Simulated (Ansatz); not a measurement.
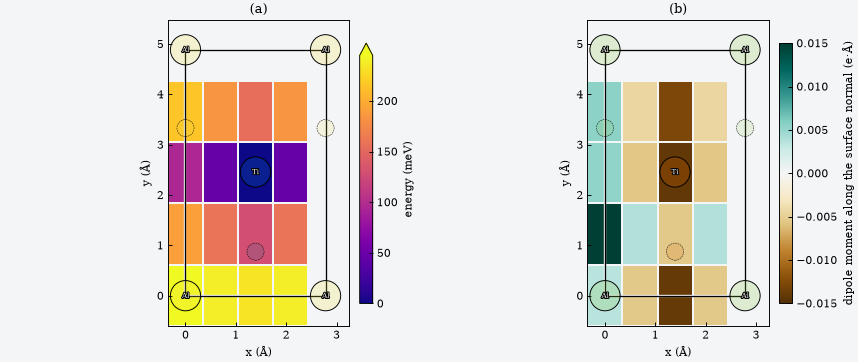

N₂ on a TiAl(101) slab cut from the P4/mmm phase, its upper half relaxed before the scan (12 atoms of substrate and one adsorbate in a 2 × 1 cell). N2 is moved over the surface cell at a fixed height above a rigid substrate; the origin of the map has the adsorbate above Al11; the height is held at 3.00 Å. Places are given modulo a cell vector. The map is drawn in real space over the plane of the surface. The scan uses a 4 × 4 grid; 12 points were computed and 4 follow by symmetry. Places are given in fractions of the 1 × 1 surface cell. All energies are given in meV relative to the lowest grid point. At a fixed height the lowest place need not be the adsorption site. These are results of DFT PBE+D3(BJ), scalar-relativistic, plane waves, PAW in Ansatz 0.2.0, not measurements. Settings: cutoff 420 eV, k-mesh 5×6×1, gaussian smearing 0.1 eV, no spin polarisation.

Panel (a) is the energy; panel (b) is the computed dipole moment along the surface normal, in e·Å.

Drawn: one coloured cell a grid point, labelled circles for the atoms of the top layer and small ones for the second layer, the outline of one cell of the plane, one colour for all values above the top of the scale.

Question: How does the dipole moment along the surface normal vary over the map, and what is it at the lowest grid point?

Answer: It runs from −0.01 e·Å at the top site over a surface Ti atom, (2/4, 2/4) of the cell vectors to 0.01 e·Å at (0/4, 1/4) of the cell vectors. At the lowest grid point, the top site over a surface Ti atom, (2/4, 2/4) of the cell vectors, it is −0.01 e·Å.

PAW datasets: the set soft_1.
